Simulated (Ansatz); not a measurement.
```sh
ansatz run in.yaml --threads 2 --pin off --events-out ev --progress --plain --max-ram 4352MiB
```

```yaml
crystal:
  periodic: [false, false, false]
  atoms:
    - {symbol: O, position_ang: [-1.002626, -0.630791, -0.311446]}
    - {symbol: Si, position_ang: [0.571864, -0.622058, 0.193373]}
    - {symbol: O, position_ang: [1.661569, -1.410423, 0.846180]}
    - {symbol: Si, position_ang: [-0.682213, 0.944267, -0.763761]}
    - {symbol: H, position_ang: [-1.924326, 2.012946, 0.440871]}
    - {symbol: H, position_ang: [-1.258016, 1.938400, 0.838180]}
    - {symbol: H, position_ang: [-1.546530, 1.623736, -1.752266]}
basis:
  gaussian: {orbitals: def2-TZVPP}
total_charge: 1
hamiltonian: {xc: r2scan, dispersion: d4}
```

Work out the structure from the coordinates.

Formula H3O2Si2(+). Judged by distances it falls into 2 fragments: HO2Si2, H2. The point group is C1. Coordination, clear cases only: 1 Si T-shaped.

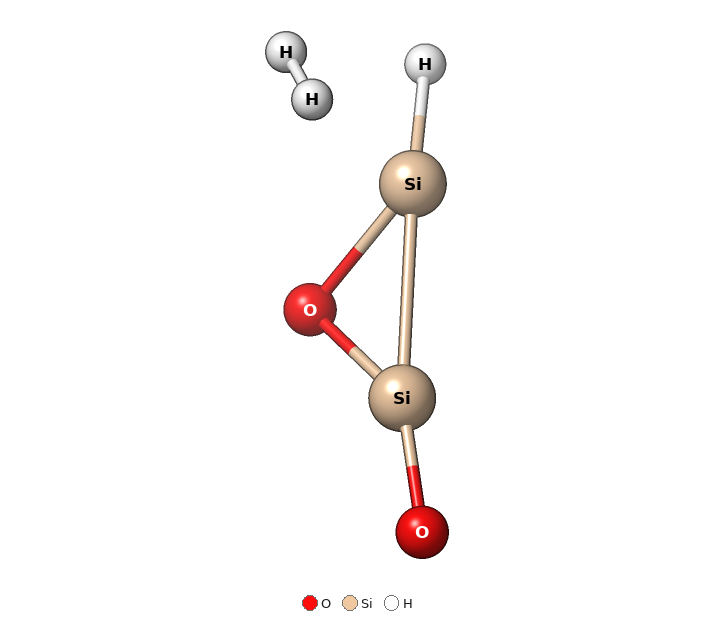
